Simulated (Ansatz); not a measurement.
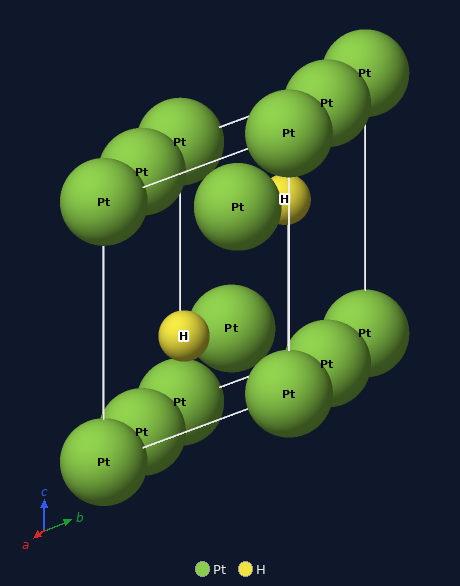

The crystal in a spheres-only representation, seen slightly off an axis. The lines enclose the simulation cell; boundary atoms appear with their images.

```xyz
6
Lattice="-4.9028 0.0000 0.0000 0.0000 0.0000 3.6071 0.0000 4.2374 1.8035" Properties=species:S:1:pos:R:3 pbc="T T T"
Pt   -3.6771    3.2204    3.6071
Pt   -1.2257    1.0170    1.8035
Pt    0.0000    0.0000    0.0000
Pt   -2.4514    0.0000    0.0000
H    -3.6771    1.4407    1.8035
H    -1.2257    2.7967    3.6071
```

Computational set-up: Ansatz 0.2.0, DFT, PAW plane waves, r2SCAN, a basis cut at 500 eV, 7×10×8 k-mesh, Gaussian smearing of 0.047 eV, no spin polarisation. The pressure of the cell is 40 GPa.

Question: What does a Bader analysis give?

Answer: H -0.02 e; Pt -0.01 to +0.02 e. Little charge moves, as in a metallic or covalent solid.

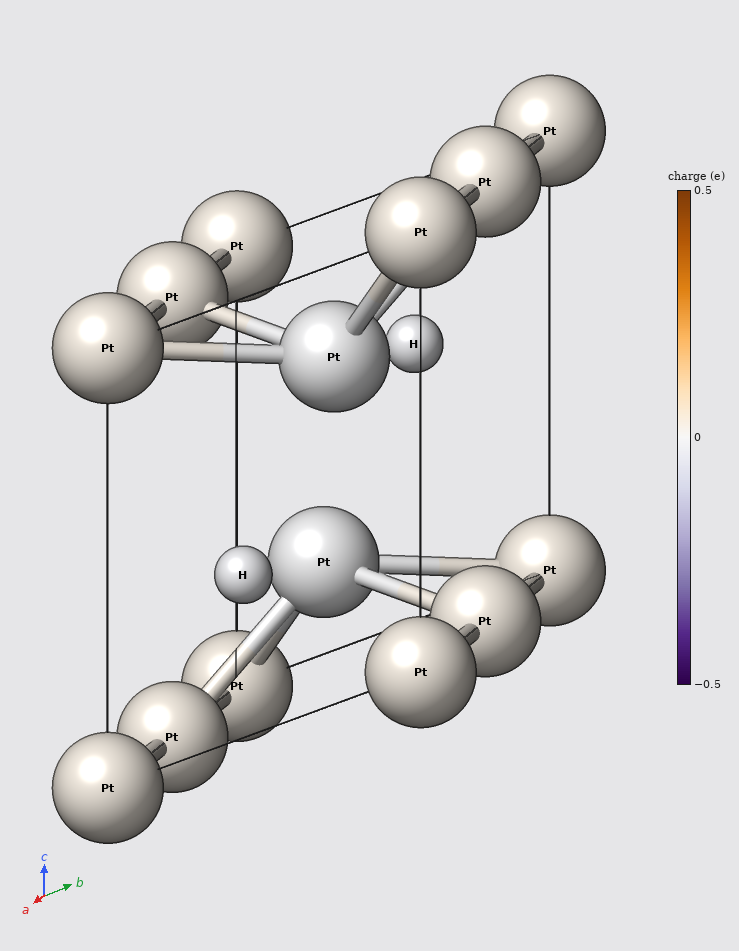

The atoms coloured by those charges.

The model is a generated cell, made by putting these elements into a known structure type (the compound may or may not exist in this form); its atoms and cell weren't optimised. It went into a calculation with Ansatz.

At this level of theory the cell isn't at rest (compressed, at 40 GPa and forces up to 6.7 eV/Å), so its distances can differ from those at equilibrium, the more so the softer the solid.
